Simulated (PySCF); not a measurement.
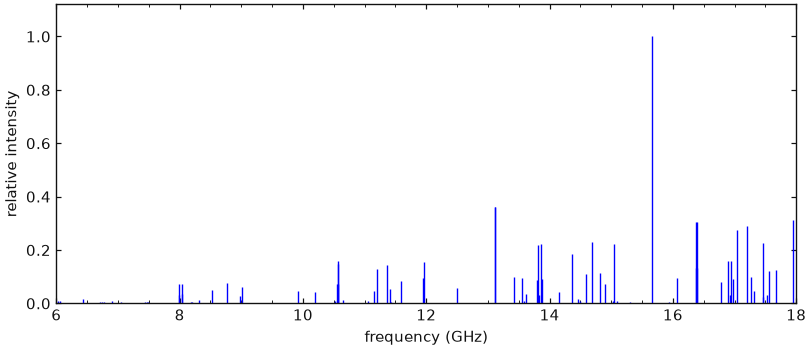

Simulated rotational absorption lines between 6 and 18 GHz at 3 K: rigid rotor with the equilibrium constants and dipole of one optimised conformer (PBE0-D3(BJ)/def2-SVP, PySCF), commonest isotopes; no centrifugal distortion, hyperfine structure, internal rotation or nuclear-spin weights; lines within 1 MHz of each other are summed.

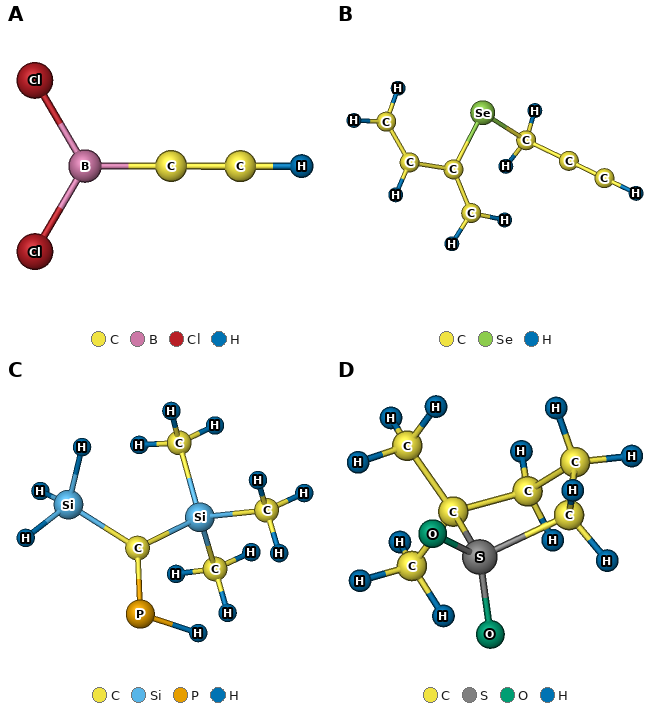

**Which molecule gives this spectrum? Choose among the lettered structures.**

Structure D, C₆H₁₂O₂S, SMILES CC1(C)CCCS1(=O)=O. Rotational constants A, B, C = 1.718, 1.565, 1.276 GHz, |μa|, |μb|, |μc| = 3.98, 2.85, 0.11 D.

Note: coarse grid, loose stop and no frequency check, small forces are noise and the end may be a saddle.
